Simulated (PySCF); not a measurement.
## Excited-state calculation of C4H9BO2Si

The run: excited-state calculation of C4H9BO2Si, SMILES C[SiH2]C1=CO[BH2-][O+]=C1. Method and program: TDDFT CAM-B3LYP/def2-SVPD, vertical, gas phase, core orbitals frozen in the response (PySCF 2.14.0).

The geometry comes from this level: GFN2-xTB. It belongs to a series of runs on one base structure; here: terminal C group replaced by H.

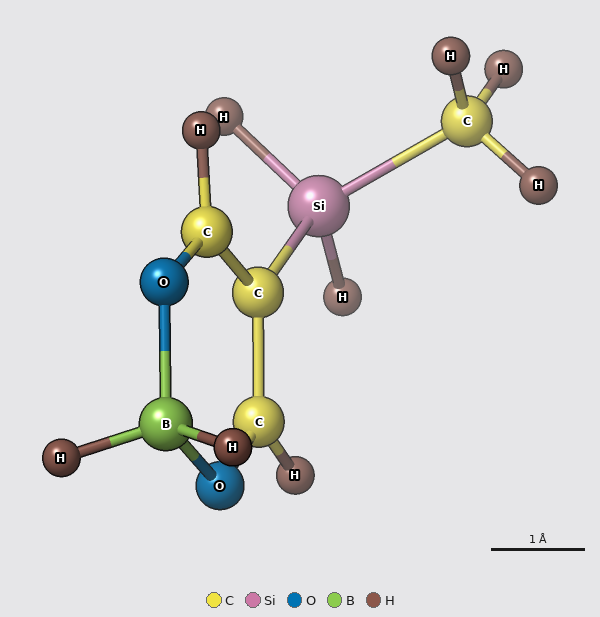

*The structure as given in the input (ball-and-stick view, seen at a tilt).*

Input file
```
{"job": {"kind": "uv", "xc": "CAM-B3LYP", "basis": "def2-SVPD", "nstates": 8, "ntriplets": 3}, "charge": 0, "multiplicity": 1}
C     -2.773923     0.445943     0.214266
Si    -1.557733    -1.012243     0.182596
C      0.200887    -0.360084     0.255399
C      1.084498    -0.433346    -0.820825
O      2.271651    -0.014096    -0.843325
B      2.902164     0.673664     0.382842
O      1.892047     0.685761     1.545439
C      0.729826     0.221664     1.407702
H     -2.653381     1.043213     1.114360
H     -3.803039     0.100639     0.187187
H     -2.626731     1.105920    -0.636719
H     -1.785489    -1.879139     1.346056
H     -1.700095    -1.781827    -1.058083
H      0.742611    -0.901727    -1.747324
H      3.132863     1.803029     0.089682
H      3.838186     0.025469     0.722454
H      0.098660     0.289190     2.297844
```

The first line tells a small driver script what to run in PySCF; the rest is the geometry in Å.

Machine: 1 CPU thread, shared host.

Launched with:
```bash
OMP_NUM_THREADS=1 python <driver script> task.json out
```

The program's output
```
coarse grid: 14808 points
cycle   1  E = -621.9345277616  dE =  1.310e+00  |g| = 8.292e-01  |ddm| = 6.360e+00
cycle   2  E = -621.8024123582  dE =  1.321e-01  |g| = 1.231e+00  |ddm| = 2.675e+00
cycle   3  E = -622.0785733923  dE = -2.762e-01  |g| = 1.326e-01  |ddm| = 1.768e+00
cycle   4  E = -622.0821441451  dE = -3.571e-03  |g| = 5.250e-02  |ddm| = 2.764e-01
cycle   5  E = -622.0828039110  dE = -6.598e-04  |g| = 6.619e-03  |ddm| = 1.071e-01
cycle   6  E = -622.0828154237  dE = -1.151e-05  |g| = 1.989e-03  |ddm| = 2.110e-02
cycle   7  E = -622.0828164377  dE = -1.014e-06  |g| = 7.570e-04  |ddm| = 6.522e-03
final grid: 138736 points
cycle   8  E = -622.1915311554  dE = -4.332e-05  |g| = 3.352e-03  |ddm| = 9.218e-02
cycle   9  E = -622.1915313695  dE = -2.141e-07  |g| = 3.353e-03  |ddm| = 1.259e-02
cycle  10  E = -622.1915338945  dE = -2.525e-06  |g| = 7.441e-04  |ddm| = 5.117e-03
cycle  11  E = -622.1915339874  dE = -9.289e-08  |g| = 2.104e-04  |ddm| = 1.114e-03
cycle  12  E = -622.1915339984  dE = -1.100e-08  |g| = 4.079e-05  |ddm| = 4.043e-04
cycle  13  E = -622.1915339988  dE = -4.297e-10  |g| = 1.087e-05  |ddm| = 1.151e-04
```

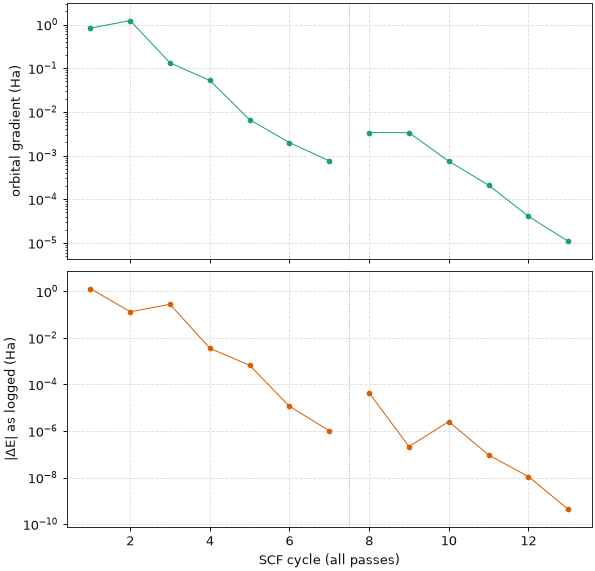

*Convergence of the self-consistent field: orbital gradient and size of the energy change against the SCF cycle. The dotted line marks the change from a coarse to the final integration grid.*

The first 7 cycles use a coarse grid, the final grid takes over at cycle 8, and the field converges after 13 cycles in all.

```
converged SCF energy = -622.1915339988

Static polarisability (au): isotropic 94.964, principal 75.554 91.215 118.124

Singlet excitations
state   eV       nm        f      main configurations
  1   3.6574    339.0   0.03513   H->L 0.98
  2   4.9818    248.9   0.00193   H-2->L 0.97
  3   5.9891    207.0   0.00367   H-3->L 0.50, H-4->L 0.30, H-1->L 0.09
  4   6.1160    202.7   0.08403   H-1->L 0.85, H-3->L 0.10
  5   6.4608    191.9   0.03118   H->L+1 0.68, H->L+2 0.24
  6   6.7435    183.9   0.00053   H-6->L 0.80, H-3->L 0.09
  7   6.8904    179.9   0.22810   H->L+2 0.54, H->L+1 0.20, H->L+4 0.11
  8   7.2433    171.2   0.01733   H-4->L 0.61, H-3->L 0.27

Triplet excitations (Tamm-Dancoff, eV): 2.5640 4.6034 5.1869
```

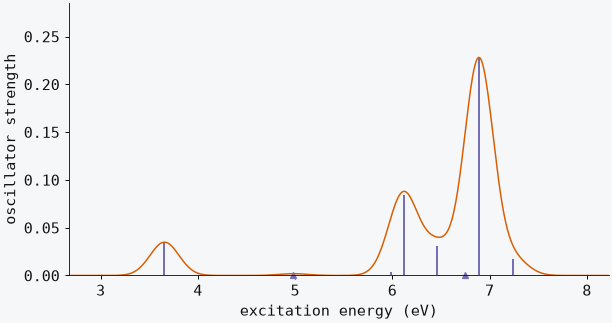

*Computed excitations as sticks (degenerate states added up, dark ones marked on the axis), with a Gaussian envelope of 0.35 eV full width at half maximum, scaled to the tallest.*

Of the 8 states the lowest lies at 3.66 eV (f = 0.035); the strongest line is at 6.89 eV, or 180 nm (f = 0.228).

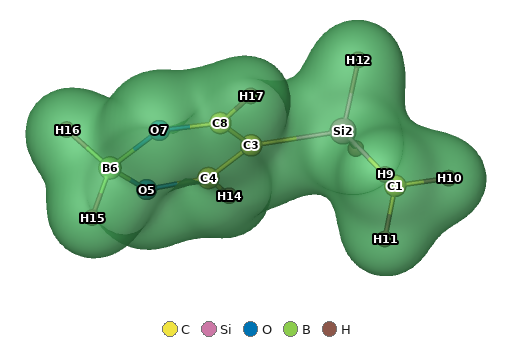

*Isosurface of the total electron density at 0.1 e/Å³ (green), seen from the side.*

At this value the surface is in one piece. On the grid the lowest density along these lines, outside the cores, is 2.4 e/Å³ (C–O, 1.26 Å), 2.1 e/Å³ (C–C, 1.39 Å), 0.83 e/Å³ (B–O, 1.54 Å) and 0.77 e/Å³ (C–Si, 1.88 Å).

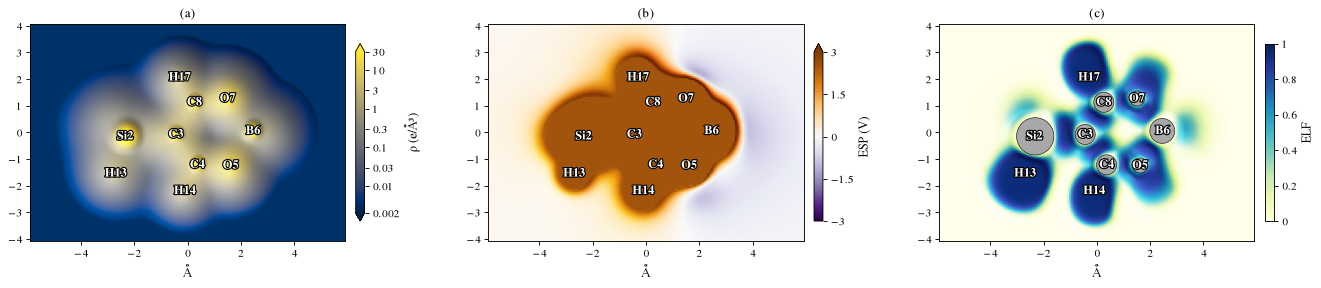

*(a) electron density; (b) molecular electrostatic potential; (c) ELF on the plane of atoms Si2, C3 and C4. Grey discs, where drawn, cover atomic cores.*

The section cuts through Si, C, O, B and H sites. C–O (1.26 Å): ρ at the midpoint is about 2.9 e/Å³; the ELF peaks at about 0.90 between the atoms (a double or triple bond). C–C (1.39 Å): ρ is about 2.1 e/Å³ halfway; the ELF peaks at about 0.95 between the atoms (a shared electron pair).

Results in brief

```csv
quantity,value
outcome,converged
total energy,−622.191534 hartree
HOMO,−8.26 eV
LUMO,−1.38 eV
dipole moment,4.53 D
mean polarisability,94.96 a.u.
lowest singlet excitation,3.66 eV
wall time,73 s
peak memory,1.1 GiB
```
